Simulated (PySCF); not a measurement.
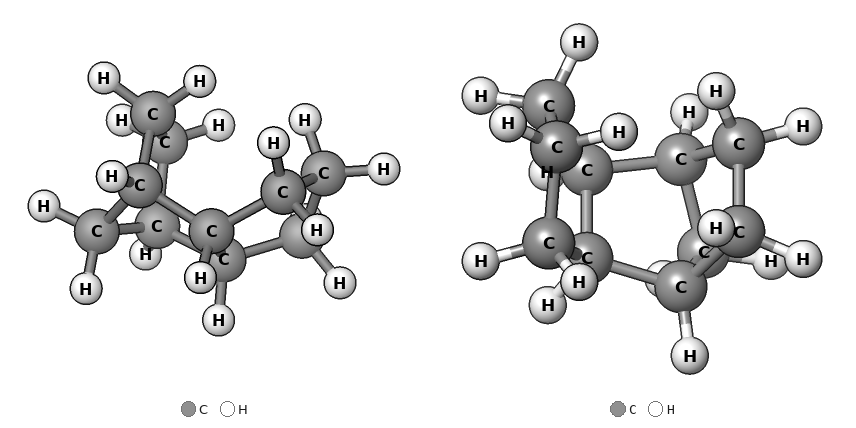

Two views of one molecule.

The computed structure is the end point of a PBE0-D3(BJ)/def2-SVP optimisation. No frequency run is at hand to confirm it as a minimum.

Question: Give the formula.

Answer: C10H16, 26 atoms: 10 carbon and 16 hydrogen.

Question: Which point group does it belong to?

Answer: Cs.

Question: Does it have rings?

Answer: Independent rings (smallest set): 3 of 5 members.

Question: Write the SMILES.

Answer: C1C[C@@H]2[C@@H]3CC[C@@H](C3)[C@@H]2C1

Question: How many bonds of each kind are drawn?

Answer: 16 C–H, 12 C–C.

More results for the same structure follow; atom numbers are the same in all pictures, views and colours differ.

NMR shielding

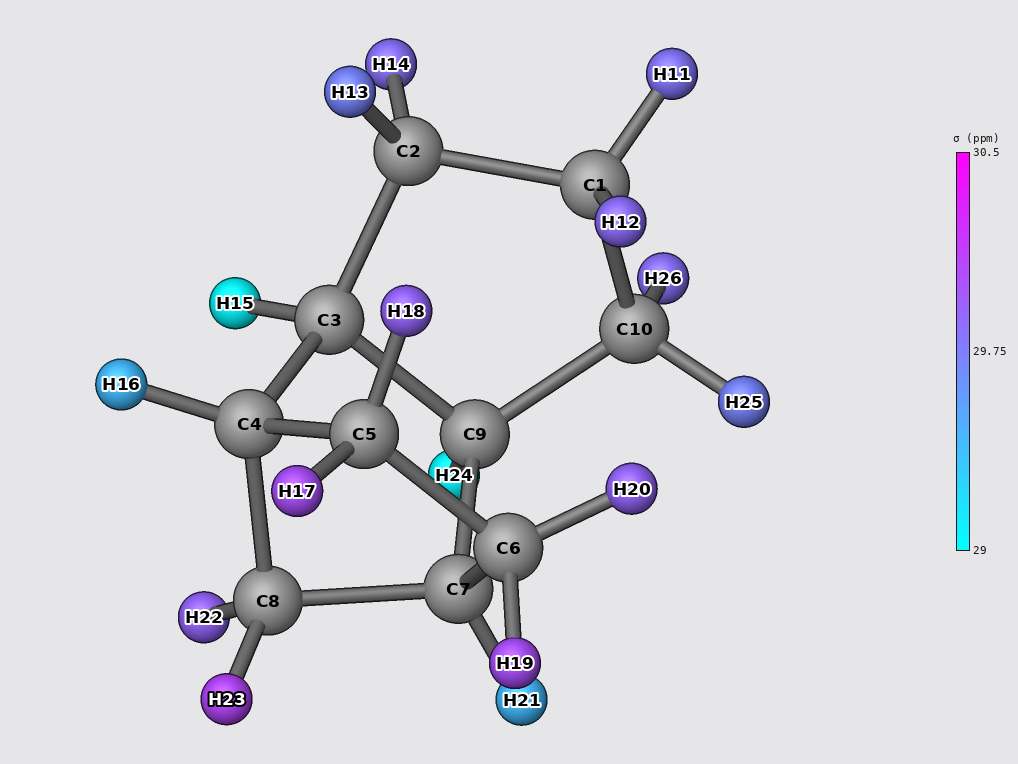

Atoms are coloured by their isotropic NMR shieldings (H only, the others grey). No frequency run is at hand to confirm it as a minimum. Level of theory: GIAO PBE0/pcSseg-1 NMR shielding, non-relativistic, IEF-PCM acetonitrile (PySCF 2.14.0).

Question: Which H atom is the most shielded (lowest chemical shift)?

Answer: H23 (30.08 ppm).

Question: Which H atom is the least shielded (highest chemical shift)?

Answer: H15, H24 (29.04 ppm).

Question: How wide is the range of H shifts?

Answer: 1.04 ppm.

List the isotropic NMR shieldings of the H atoms.

```json
{"atom": "H11", "σ (ppm)": "29.79"}
{"atom": "H12", "σ (ppm)": "29.84"}
{"atom": "H13", "σ (ppm)": "29.71"}
{"atom": "H14", "σ (ppm)": "29.82"}
{"atom": "H15", "σ (ppm)": "29.04"}
{"atom": "H16", "σ (ppm)": "29.39"}
{"atom": "H17", "σ (ppm)": "30.02"}
{"atom": "H18", "σ (ppm)": "29.89"}
{"atom": "H19", "σ (ppm)": "30.02"}
{"atom": "H20", "σ (ppm)": "29.89"}
{"atom": "H21", "σ (ppm)": "29.39"}
{"atom": "H22", "σ (ppm)": "29.90"}
{"atom": "H23", "σ (ppm)": "30.08"}
{"atom": "H24", "σ (ppm)": "29.04"}
{"atom": "H25", "σ (ppm)": "29.71"}
{"atom": "H26", "σ (ppm)": "29.82"}
```

Charges

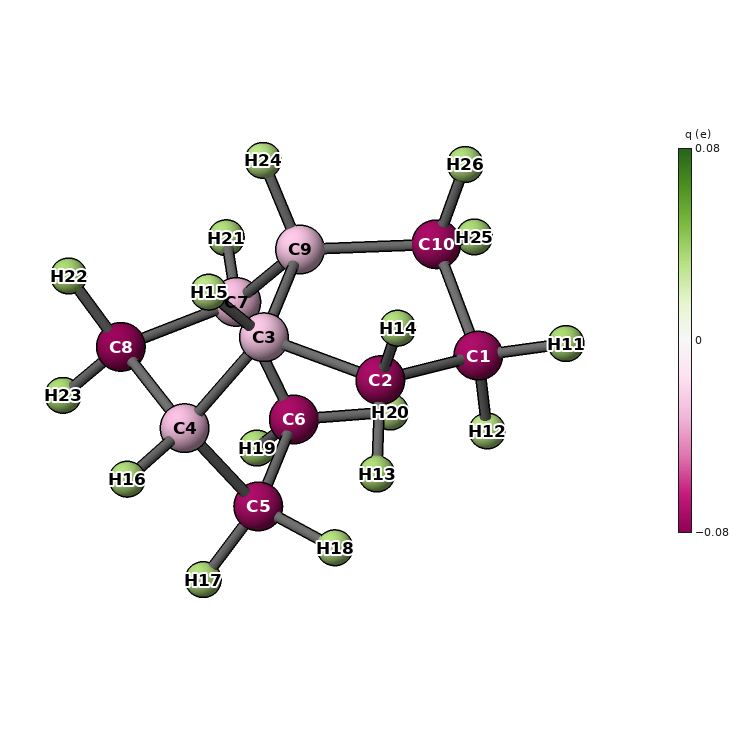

Atoms are coloured by their Hirshfeld charges. No frequency run is at hand to confirm it as a minimum. Properties computed with PBE0/pcSseg-1 in acetonitrile (IEF-PCM) (PySCF 2.14.0).

Question: Which atom carries the highest charge (most positive or least negative)?

Answer: H11, H13, H22, H23, H25 (0.04 e).

Question: And the lowest?

Answer: C8 (−0.08 e).

Give the Hirshfeld charges atom by atom.

```
atom  value (e)
  C1      −0.07
  C2      −0.07
  C3      −0.03
  C4      −0.03
  C5      −0.07
  C6      −0.07
  C7      −0.03
  C8      −0.08
  C9      −0.03
 C10      −0.07
 H11       0.04
 H12       0.03
 H13       0.04
 H14       0.03
 H15       0.03
 H16       0.03
 H17       0.03
 H18       0.03
 H19       0.03
 H20       0.03
 H21       0.03
 H22       0.04
 H23       0.04
 H24       0.03
 H25       0.04
 H26       0.03
```

Electronic properties

No frequency run is at hand to confirm it as a minimum. Properties computed with PBE0/pcSseg-1 in acetonitrile (IEF-PCM) (PySCF 2.14.0).

Computed properties:

- dipole moment: 0.11 D
- HOMO energy (Kohn–Sham orbital): −7.86 eV
- LUMO energy (Kohn–Sham orbital): 1.28 eV
- HOMO–LUMO gap: 9.14 eV
